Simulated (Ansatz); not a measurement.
# Quasiparticle gap of SrTiO3 (I4/mcm)

Aim: the quasiparticle gap of SrTiO3 (I4/mcm), starting from PBE.

Calculated with Ansatz 0.2.0; PBE, then G0W0 on it, plane waves, PAW.

**1. The starting structure**

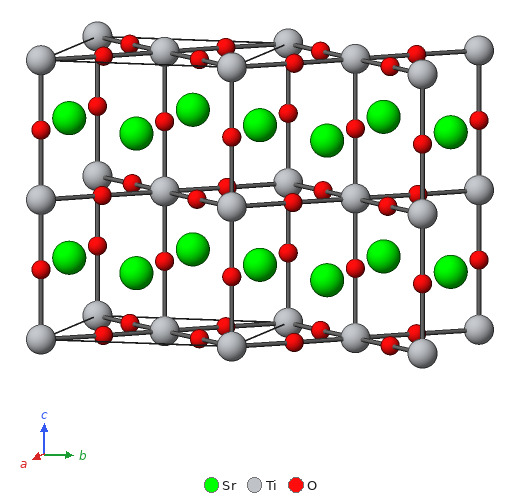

The starting structure, seen slightly off an axis (strontium green, titanium light grey, oxygen red). 1×2×1 cells are drawn. This picture shows the conventional cell, with its axes. Some periodic images of atoms are drawn too.

Coordinates:

```cif
data_structure
_symmetry_space_group_name_H-M 'I4/mcm'
_symmetry_Int_Tables_number 140
_cell_length_a 5.5110
_cell_length_b 5.5110
_cell_length_c 7.7960
_cell_angle_alpha 90.000
_cell_angle_beta 90.000
_cell_angle_gamma 90.000
_cell_volume 236.77
loop_
_atom_site_label
_atom_site_type_symbol
_atom_site_symmetry_multiplicity
_atom_site_Wyckoff_symbol
_atom_site_fract_x
_atom_site_fract_y
_atom_site_fract_z
_atom_site_occupancy
Sr1 Sr 4 b 0.00000 0.50000 0.25000 1
Ti1 Ti 4 c 0.00000 0.00000 0.00000 1
O1 O 4 a 0.00000 0.00000 0.25000 1
O2 O 8 h 0.24510 0.74510 0.00000 1
```

The cell and positions come from the Crystallography Open Database and are kept as given unless a step says otherwise.

**2. Bands along the symmetry lines**

Levels along a band path and on the mesh show where this functional puts the band edges.

This step: DFT, PBE, plane waves, PAW; PAW set soft_1.

The input, input.yaml:

```yaml
crystal:
  lattice:
    - [-2.7555, 2.7555, 3.898]
    - [2.7555, -2.7555, 3.898]
    - [2.7555, 2.7555, -3.898]
  atoms:
    - { symbol: Sr, position: [0.75, 0.25, 0.5] }
    - { symbol: Sr, position: [0.25, 0.75, 0.5] }
    - { symbol: Ti, position: [0.0, 0.0, 0.0] }
    - { symbol: Ti, position: [0.5, 0.5, 0.0] }
    - { symbol: O, position: [0.25, 0.25, 0.0] }
    - { symbol: O, position: [0.75, 0.75, 0.0] }
    - { symbol: O, position: [0.7451, 0.2451, 0.9902] }
    - { symbol: O, position: [0.2451, 0.2549, 0.5] }
    - { symbol: O, position: [0.2549, 0.7549, 0.0098] }
    - { symbol: O, position: [0.7549, 0.7451, 0.5] }
kpoints:
  mp_grid: { grid: [6, 6, 6] }
  band_path:
    path:
      - [[0.0, 0.0, 0.0], [0.0, 0.0, 0.5], [0.25, 0.25, 0.25], [0.0, 0.5, 0.0], [0.0, 0.0, 0.0], [0.5, 0.5, -0.5], [0.37492725, 0.62507275, -0.37492725]]
      - [[-0.37492725, 0.37492725, 0.37492725], [0.0, 0.0, 0.0]]
      - [[0.0, 0.0, 0.5], [-0.24985449, 0.24985449, 0.5]]
      - [[0.5, 0.5, -0.24985449], [0.5, 0.5, -0.5]]
    npoints: 10
hamiltonian:
  xc: pbe
  pseudopotentials: { kind: paw, azcp: { folder: soft_1 } }
scf:
  occupations: { method: fermi_dirac, width: 0.02 }
  n_extra_bands: 7
output:
  eigenvalues: true
  forces: true
  stress: true
  write_density: true
  write_potential: true
  elf: true
  volumetric_format: npy
```

Run with:

```bash
ansatz run input.yaml --threads 4 --pin off --max-ram 138240MiB --backend cuda --events-out ev --progress --plain --runs-dir out --devices 1 --max-vram 26GiB
```

Numbers of over 12 decimals in the logs are rounded to 6 here.

The log of the run:

```text
scf.n_extra_bands = 7 over 40 filled bands (N_el = 80.0): the run solves 47 bands
GPUs: using 1 of 1 available (devices: 1).
Engine: ansatz 0.2.0, x86_64-unknown-linux-gnu
Pseudopotentials: kind: paw
Pseudopotential: Sr, paw, valence charge 10, recommended cutoff 420 eV (normal), soft_1/Sr.paw.azcp
Pseudopotential: Ti, paw, valence charge 12, recommended cutoff 420 eV (normal), soft_1/Ti.paw.azcp
Pseudopotential: O, paw, valence charge 6, recommended cutoff 420 eV (normal), soft_1/O.paw.azcp
Functional definition: PBE
  parameter kappa = 0.804
  parameter beta = 0.066725
  exchange = pbe_x(kappa = kappa, mu = beta*pi^2/3)
  correlation = pbe_c(beta = beta)
device memory: the entry about to start is reckoned to put 2.5 GiB on a device that reports 67.8 GiB free (of which the cap on the GPU budget leaves the run 26.0 GiB)
GPU FFT provider: cuFFT
GPU libraries: cuBLAS 13.8.2, cuFFT 12.4.0, cuSOLVER 12.3.4
Crystal: 10 atoms, lattice volume = 118.387 Å³
Basis set: ecut = 420 eV, 2277 PW (Γ), exchange–correlation on 80×80×80 points (8 copies of the dense FFT grid, shifted against one another)
Bands: 47, of which v1, the nominal top of the filled ones, is band 40 counted from 1 (39 counted from 0)
Symmetry: 16 space group operations
Space group: I4/mcm (ITA 140), of the structure as read, at distance tolerance 4.9e-5 Å
k-points: 30 of 216
Non-local potential: Sr, projectors of the file, l = 0: 3, l = 1: 2, l = 2: 2
Non-local potential: Ti, projectors of the file, l = 0: 3, l = 1: 2, l = 2: 3, l = 3: 1
Non-local potential: O, projectors of the file, l = 0: 2, l = 1: 2, l = 2: 1
PAW form: soft (Blöchl's): semilocal exchange-correlation on the pseudo side does not see the compensation charge
PAW one-centre angular grid: Sr, 110 points (default); XC on 64 Gauss nodes
PAW one-centre angular grid: Ti, 590 points (default); XC on 64 Gauss nodes
PAW one-centre angular grid: O, 110 points (default); XC on 64 Gauss nodes
Initial density: superposition of atomic densities (chi_scale 0.1, normalization cell, long waves kept (reshape's long-wave potential 0.00 eV rms))
Initial wavefunctions: pseudopotential atomic-orbital guess
GPU buffer pool allocated for 64000 grid points (all kernels)
GPU transforms: local potential and band sums: pruned to the plane-wave sphere, on 40×40×40
Functional: x = pbe(κ = 0.804, μ = 0.219515), c = pbe(β = 0.066725)
SCF iter   1: F=—  HF=-15509.245385 eV  |F-HF|=—  |Δ(HF+E_count)|=         —  Δρ=4.98e-2  dr2=2.84e0  ethr=3.10e-3  ⟨swp⟩=15.2  Hψ=7557  notcnv=0
preconditioner: auto → Resta (q_TF=auto, 2.556 Å⁻¹)  ε∞=5.7  [insulator: Δε(μ)=2.242 eV  Ē_g=12.169 eV  σ=0.020 eV  W_gap=1.00  n_scr=26 (ndim 8)  ℏωp=26.4 eV  f_vac=0.000  D(μ)=0.00/eV (n_scr^D=0)  ε∞_Penn≈5.7]
SCF iter   2: F=—  HF=-15509.037952 eV  |F-HF|=—  |Δ(HF+E_count)|=   2.07e-1  Δρ=2.88e-2  dr2=1.07e0  ethr=3.10e-3  ⟨swp⟩=2.4  Hψ=1872  notcnv=0  defer=30
SCF iter   3: F=—  HF=-15508.963622 eV  |F-HF|=—  |Δ(HF+E_count)|=   7.43e-2  Δρ=6.73e-3  dr2=2.80e-2  ethr=1.33e-3  ⟨swp⟩=3.0  Hψ=2897  notcnv=0  defer=30
SCF iter   4: F=—  HF=-15508.973436 eV  |F-HF|=—  |Δ(HF+E_count)|=   9.81e-3  Δρ=2.73e-3  dr2=5.98e-3  ethr=3.50e-5  ⟨swp⟩=2.9  Hψ=2540  notcnv=0  defer=30
SCF iter   5: F=—  HF=-15508.976120 eV  |F-HF|=—  |Δ(HF+E_count)|=   2.68e-3  Δρ=4.02e-4  dr2=1.68e-4  ethr=7.47e-6  ⟨swp⟩=2.2  Hψ=2537  notcnv=0  defer=30
SCF iter   6: F=—  HF=-15508.976304 eV  |F-HF|=—  |Δ(HF+E_count)|=   1.84e-4  Δρ=1.36e-4  dr2=2.77e-5  ethr=2.10e-7  ⟨swp⟩=2.0  Hψ=2527  notcnv=0  defer=30
SCF iter   7: F=—  HF=-15508.976152 eV  |F-HF|=—  |Δ(HF+E_count)|=   1.51e-4  Δρ=2.77e-5  dr2=9.08e-7  ethr=3.46e-8  ⟨swp⟩=2.2  Hψ=2129  notcnv=0  defer=30
SCF iter   8: F=-15508.976153 eV  HF=-15508.976153 eV  |F-HF|=9.14e-9  |Δ(HF+E_count)|=   6.32e-7  Δρ=8.28e-6  dr2=8.18e-8  ethr=1.25e-10  ⟨swp⟩=17.3  Hψ=12295  notcnv=0
SCF 1 converged in 8 iterations: F = -15508.976153 eV  dr2 = 8.18e-8
  greatest PAW one-centre occupation: 0.999 electrons in one spin orbital (limit 2), on the Ti atom at site 2 (counted from 0), in its partial waves of l = 0
device memory: the entry about to start is reckoned to put 6.4 GiB on a device that reports 71.3 GiB free (of which the cap on the GPU budget leaves the run 26.0 GiB)
NSCF: frozen V_eff on 94 k-points, pencils in batches of 32, up to order 208
SCF converged after 8 iterations
Free energy (F): -15508.976153 eV
Harris-Foulkes:  -15508.976153 eV  (|F-HF|=9.14e-9)
Internal energy: -15508.976153 eV  (E = F + TS)
E sigma→0 (E₀):  -15508.976153 eV
Fermi energy:    10.999245 eV
--- Per-component energies (eV) ---
  E_band       = -405.000126
  E_kinetic    = 2045.841311
  E_local      = -4895.700629  (includes V_loc(G=0)·N_el)
  E_nonlocal   = 894.337302
  E_hartree    = 1698.619202
  E_xc         = -1021.389815
  E_vxc        = -1162.193415  (∫ρ·V_xc dr)
  E_paw        = -8436.224425  (= ΣΔE_a)
  E_vpaw       = -684.518524  (= ΣTr[D̂ρ^β])
  E_aug_tail   = 0.004540  (compensation charges beyond the density's cutoff)
  E_ewald      = -5794.463639
  E_smearing   = -0.000000  (= −TS)
  E_closure    = -0.000000  (closes the sum)
  Σ components = -15508.976153   (vs F -15508.976153, Δ=0.00e0)
--- Forces (eV/Å), atoms counted from 1 ---
  atom   1  Sr    -0.00000000     0.00000000     0.00000000
  atom   2  Sr     0.00000000    -0.00000000     0.00000000
  atom   3  Ti    -0.00000000    -0.00000000     0.00000000
  atom   4  Ti    -0.00000000     0.00000000     0.00000000
  atom   5  O      0.00000000     0.00000000     0.00000000
  atom   6  O      0.00000000     0.00000000     0.00000000
  atom   7  O     -0.01132502    -0.01132502     0.00000000
  atom   8  O      0.01132502    -0.01132502     0.00000000
  atom   9  O      0.01132502     0.01132502     0.00000000
  atom  10  O     -0.01132502     0.01132502     0.00000000
  max |Σ_I F_I| component: 3.47e-18 eV/Å
--- Stress (GPa, compression-positive) ---
        5.473285       0.000000       0.000000
        0.000000       5.473285       0.000000
       -0.000000       0.000000       5.462190
  P = ⅓ Tr σ = 5.4696 GPa (54.696 kbar)
--- Band table (eV; the first three rows and the last of 30) ---
  k-point 0: bands = [... 36 lower, 9.7108, 10.0363, 10.0423, 10.0423, 11.9504, 11.9504, 11.9512, 14.4121, ... 3 higher]
  k-point 1: bands = [... 36 lower, 9.5607, 9.7190, 9.7202, 10.0210, 11.9904, 12.5250, 12.5262, 14.3396, ... 3 higher]
  k-point 2: bands = [... 36 lower, 8.9884, 9.3938, 9.3938, 9.9781, 12.0737, 13.4598, 13.4605, 14.0223, ... 3 higher]
  k-point 29: bands = [... 36 lower, 8.4865, 9.3339, 9.3339, 9.9557, 12.1186, 13.8659, 13.8659, 13.9112, ... 3 higher]
```

Elapsed: 7.3 s, on 1 × NVIDIA H100 80GB HBM3 (shared by 3 runs) with 4 threads of AMD EPYC 7R13 (Zen 3), shared host; peak memory 0.99 GiB.

This step gave:

| Quantity | Value |
| --- | --- |
| pressure | 5.470 GPa |
| filled bands | 40 |
| gap | 1.908 eV |
| valence top at | Γ |
| conduction bottom at | Γ |
| least direct gap | 1.908 eV |

Over mesh and path the gap is 1.908 eV, direct, at k = Γ. The pressure in this cell is 5 GPa; the cell is kept.

The electronic bands at the labelled points (eV, zero at the top of the highest nominally filled band):

```
     point  band 37  band 38  band 39  band 40  band 41  band 42  band 43  band 44
         Γ    -0.33    -0.01     0.00     0.00     1.91     1.91     1.91     4.37
         X    -1.55    -0.71    -0.71    -0.09     2.07     3.84     3.84     3.85
         P    -1.30    -1.30    -0.64    -0.64     3.04     3.04     3.84     3.84
         N    -0.90    -0.90    -0.62    -0.62     3.41     3.41     3.46     3.46
         Γ    -0.33    -0.01     0.00     0.00     1.91     1.91     1.91     4.37
         M    -1.56    -0.71    -0.71    -0.09     2.08     3.82     3.82     3.87
         S    -1.43    -1.26    -1.00    -0.31     2.62     3.58     3.64     3.86
jump to S0    -1.43    -1.26    -1.00    -0.31     2.62     3.58     3.64     3.86
         Γ    -0.33    -0.01     0.00     0.00     1.91     1.91     1.91     4.37
 jump to X    -1.55    -0.71    -0.71    -0.09     2.07     3.84     3.84     3.85
         R    -1.30    -1.30    -0.64    -0.64     3.04     3.04     3.84     3.85
 jump to G    -1.30    -1.30    -0.64    -0.64     3.04     3.04     3.84     3.85
         M    -1.56    -0.71    -0.71    -0.09     2.08     3.82     3.82     3.87
```

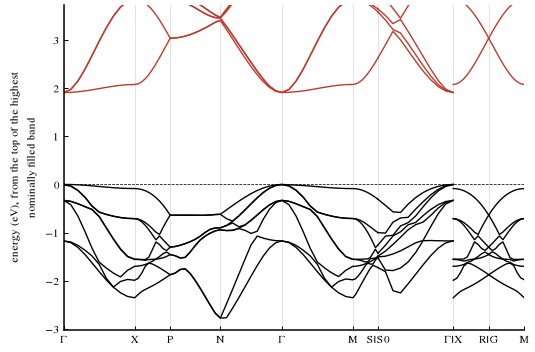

Electronic bands along the path; lines of filled and empty bands in two colours.

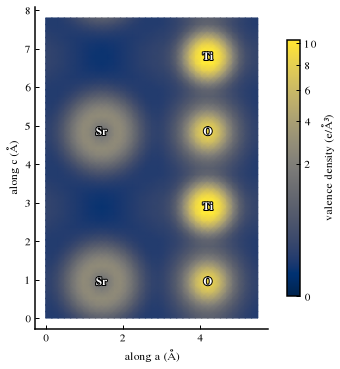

Valence density in the ac plane of the conventional cell at fractional y = 0.000, with atoms of Sr and Ti and O within 0.2 Å of it. It is the smooth field of the valence electrons, not physical close to the nuclei. The map starts off the cell's origin, so that atoms lie inside it. The colour scale is stretched toward low values.

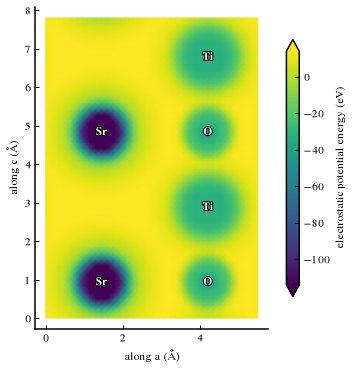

Electrostatic potential energy in the ac plane of the conventional cell at fractional y = 0.000, with atoms of Sr and Ti and O within 0.2 Å of it. With pseudopotentials it is smooth inside the atoms' cores, unlike the true potential. The map starts off the cell's origin, so that atoms lie inside it.

(Continued in part 2 of 2.)

[Paths, hosts, dates, memory and timing lines, banners, echoed tables and standing remarks are left out of the program output.]

[Logs are printed without paths, hosts, clocks, repeated set-up lines and the standing remarks that a program may print on its own settings, such as how far it seeks lower states.]

[Runs of the session that timed out or met a known fault of the program may be left out.]

[Cells called generated may have been cut or substituted from an entry of the Crystallography Open Database or the Materials Project.]

[Hosts, paths, dates, database ids (printed as entryN), source tags and the programs' standing remarks are cut or masked in the printed files.]

[Where an RPA ε∞ is given, it is that of the G0W0 mesh and is not shown converged in it. Names of k-points follow the symmetry that the program found, which can be lower than the space group named. Band edges on a path are those of the sampled points; other points can move an edge, and change direct to indirect where valleys lie close.]

[Hybrid gaps are those of their k-mesh and are not shown converged in it.]
